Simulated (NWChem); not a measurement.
**One shape, several levels: C3O2 (SMILES O=C=C=C=O)**

Aim: a comparison of 3 runs (wB97X/cc-pVDZ, wB97X/jun-cc-pV(D+d)Z, wB97X/aug-cc-pVDZ) of C3O2. 

Program for the calculation: NWChem 7.3.0.

### Step 1. The structure to begin with

C3O2 has 5 atoms, charge 0, and is taken as a singlet. As SMILES, `O=C=C=C=O`. The coordinates come from a PBE0-D4/def2-TZVP relaxation.

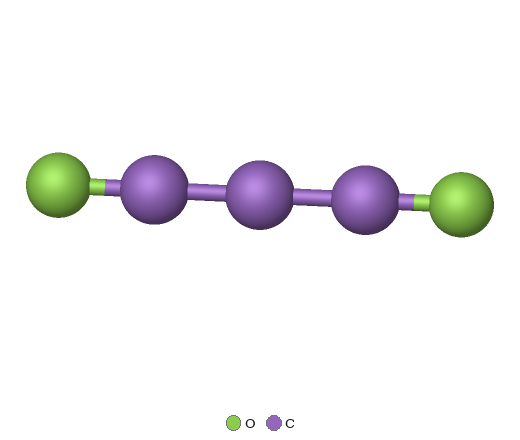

Viewed from a chosen angle; oxygen green, carbon purple.

### Step 2. Energy and forces at wB97X/cc-pVDZ (run 1)

Contents of c3o2.nw:

```
START c3o2
TITLE "C3O2"
memory 2200 mb
GEOMETRY noautosym nocenter noautoz
   O      0.309400    -2.066800     1.252900
   C      0.166300    -1.090000     0.652600
   C      0.008600    -0.014800    -0.008100
   C     -0.146600     1.060500    -0.669200
   O     -0.287900     2.037500    -1.269700
END
BASIS spherical bse
   * library cc-pVDZ
END
DFT
   xc wb97x
   grid fine
   convergence energy 1e-08
   iterations 100
   mulliken
   print low
END
TASK dft gradient
```

Run with:

```
$ nwchem c3o2.nw > c3o2.out
```

The log of the run:

```text
[...]
 d= 0,ls=0.0,diis     1   -264.5336525368 -3.88D+02  3.16D-02  1.10D+00     2.4
[...]
 d= 0,ls=0.0,diis     9   -264.6639513953 -1.13D-09  1.40D-06  1.28D-08    21.5
         Total DFT energy =     -264.663951395300
      One electron energy =     -602.552693252703
           Coulomb energy =      248.122735473027
    Exchange-Corr. energy =      -33.289125339414
 Nuclear repulsion energy =      123.055131723790
[...]
      Total Density - Mulliken Population Analysis
     ---------------------------------------------
    Atom       Charge   Shell Charges
 -----------   ------   -------------------------------------------------------
    1 O    8     8.05   2.01  0.86  0.84  2.81  1.51  0.02
    2 C    6     6.01   2.01  0.70  0.54  1.95  0.63  0.18
    3 C    6     5.87   2.01  0.60  0.32  2.26  0.64  0.04
    4 C    6     6.01   2.01  0.70  0.54  1.95  0.63  0.18
    5 O    8     8.05   2.01  0.86  0.84  2.81  1.51  0.02
[...]
                         DFT ENERGY GRADIENTS
    atom               coordinates                        gradient
                 x          y          z           x          y          z
   1 O       0.584681  -3.905686   2.367638   -0.001597   0.010924  -0.006711
   2 C       0.314261  -2.059801   1.233235   -0.000373   0.002531  -0.001558
   3 C       0.016252  -0.027968  -0.015307    0.000013   0.000015  -0.000003
   4 C      -0.277034   2.004054  -1.264605    0.000395  -0.002638   0.001606
   5 O      -0.544052   3.850317  -2.399385    0.001561  -0.010832   0.006667
 Task  times  cpu:       33.2s     wall:       33.2s
 Total times  cpu:       33.2s     wall:       33.2s
```

It took 34 s on 1 thread of Intel Xeon at 2.60GHz (Ice Lake), shared host; peak memory 0.11 GiB.

### Step 3. Energy and forces at wB97X/jun-cc-pV(D+d)Z (run 2)

Contents of sp.nw:

```
start sp
title "C3O2 gradient"
memory 2200 mb
charge 0
geometry noautosym nocenter noautoz
 O      0.309400    -2.066800     1.252900
 C      0.166300    -1.090000     0.652600
 C      0.008600    -0.014800    -0.008100
 C     -0.146600     1.060500    -0.669200
 O     -0.287900     2.037500    -1.269700
end
basis spherical bse
 * library "jun-cc-pV(D+d)Z"
end
dft
 xc wb97x
 mult 1
 grid fine
 convergence energy 1e-08
 iterations 100
 mulliken
 print low
end
task dft gradient
```

Run with:

```
$ nwchem sp.nw > sp.out
```

The log of the run:

```text
[...]
 d= 0,ls=0.0,diis     1   -264.5416202417 -3.88D+02  2.46D-02  1.14D+00     5.2
[...]
 d= 0,ls=0.0,diis     9   -264.6728208343 -1.04D-09  1.81D-06  1.39D-08    45.3
         Total DFT energy =     -264.672820834310
      One electron energy =     -602.285250143323
           Coulomb energy =      247.820129624999
    Exchange-Corr. energy =      -33.262832039775
 Nuclear repulsion energy =      123.055131723790
[...]
      Total Density - Mulliken Population Analysis
     ---------------------------------------------
    Atom       Charge   Shell Charges
 -----------   ------   -------------------------------------------------------
    1 O    8     8.18   2.01  0.86  0.91  0.13  2.81  1.43  0.01  0.02
    2 C    6     6.36   2.02  0.69  0.71  0.14  1.95  0.54  0.13  0.18
    3 C    6     4.92   2.02  0.59  0.35 -0.54  2.26  0.20  0.00  0.05
    4 C    6     6.36   2.02  0.69  0.71  0.14  1.95  0.54  0.13  0.18
    5 O    8     8.18   2.01  0.86  0.91  0.13  2.81  1.43  0.01  0.02
[...]
                         DFT ENERGY GRADIENTS
    atom               coordinates                        gradient
                 x          y          z           x          y          z
   1 O       0.584681  -3.905686   2.367638   -0.001654   0.011312  -0.006950
   2 C       0.314261  -2.059801   1.233235   -0.000263   0.001860  -0.001148
   3 C       0.016252  -0.027968  -0.015307   -0.000009   0.000014   0.000001
   4 C      -0.277034   2.004054  -1.264605    0.000309  -0.001965   0.001191
   5 O      -0.544052   3.850317  -2.399385    0.001617  -0.011221   0.006906
 Task  times  cpu:       70.4s     wall:       70.4s
 Total times  cpu:       70.4s     wall:       70.4s
```

Run time: 71 s. Hardware: 1 thread of Intel Xeon at 2.60GHz (Ice Lake), shared host; peak memory 0.11 GiB.

### Step 4. Energy and gradient at wB97X/aug-cc-pVDZ (run 3)

Contents of mymol.nw:

```
start mymol
memory total 2200 mb
charge 0
geometry noautosym nocenter noautoz
  O      0.309400    -2.066800     1.252900
  C      0.166300    -1.090000     0.652600
  C      0.008600    -0.014800    -0.008100
  C     -0.146600     1.060500    -0.669200
  O     -0.287900     2.037500    -1.269700
end
basis spherical bse
  * library aug-cc-pVDZ
end
dft
  xc wb97x
  grid fine
  convergence energy 1e-08
  iterations 100
  mulliken
  noprint "final vectors analysis"
end
task dft gradient
```

Run with:

```
$ nwchem mymol.nw > mymol.out
```

The log of the run:

```text
[...]
          Wavefunction type:  closed shell.
          No. of atoms     :     5
          No. of electrons :    34
[...]
          Charge           :     0
          Spin multiplicity:     1
[...]
          AO basis - number of functions:   115
[...]
              XC Information
              --------------
                       wb97x  Method XC Functional
                     Hartree-Fock (Exact) Exchange  1.000
                         wb97x Exchange Functional  1.000
                      wb97x Correlation Functional  1.000
[...]
 d= 0,ls=0.0,diis     1   -264.5445940977 -3.88D+02  5.70D-02  1.16D+00    10.2
[...]
 d= 0,ls=0.0,diis     9   -264.6768667690 -1.15D-09  2.32D-06  1.46D-08    90.5
         Total DFT energy =     -264.676866768997
      One electron energy =     -602.304567631098
           Coulomb energy =      247.836959042869
    Exchange-Corr. energy =      -33.264389904559
 Nuclear repulsion energy =      123.055131723790
[...]
      Total Density - Mulliken Population Analysis
     ---------------------------------------------
    Atom       Charge   Shell Charges
 -----------   ------   -------------------------------------------------------
    1 O    8     8.31   2.01  0.86  0.93  0.19  2.81  1.40  0.06  0.02  0.02
    2 C    6     5.96   2.03  0.69  0.87 -0.09  1.97  0.11  0.05  0.18  0.16
    3 C    6     5.46   2.02  0.59  0.29 -0.30  2.27  0.15  0.26  0.04  0.13
    4 C    6     5.97   2.03  0.69  0.87 -0.09  1.97  0.11  0.05  0.18  0.16
    5 O    8     8.31   2.01  0.86  0.93  0.19  2.81  1.40  0.06  0.02  0.02
[...]
  wavefunction    = closed shell
[...]
                         DFT ENERGY GRADIENTS
    atom               coordinates                        gradient
                 x          y          z           x          y          z
   1 O       0.584681  -3.905686   2.367638   -0.001395   0.009568  -0.005879
   2 C       0.314261  -2.059801   1.233235   -0.000356   0.002300  -0.001414
   3 C       0.016252  -0.027968  -0.015307    0.000038   0.000015  -0.000008
   4 C      -0.277034   2.004054  -1.264605    0.000344  -0.002406   0.001466
   5 O      -0.544052   3.850317  -2.399385    0.001369  -0.009478   0.005834
[...]
```

It took 2.7 min on 1 thread of Intel Xeon at 2.60GHz (Ice Lake), shared host; peak memory 0.11 GiB.

### Step 5. The series

```
run                  level  energy (Eh)  largest force (eV/Å)  wall time
  1          wB97X/cc-pVDZ  -264.663951                 0.664       34 s
  2  wB97X/jun-cc-pV(D+d)Z  -264.672821                 0.688       71 s
  3      wB97X/aug-cc-pVDZ  -264.676867                 0.582    2.7 min
```

### Step 6. Outcome

| quantity | value |
| --- | --- |
| run 3: total energy | -264.67687 Eh |
| run 3: dipole moment | 0.00 D |
| run 3: largest force on an atom | 0.582 eV/Å |

**Reading.** Over the runs the total energy spans 0.351 eV. All runs together took 4.4 min, the longest 2.7 min.
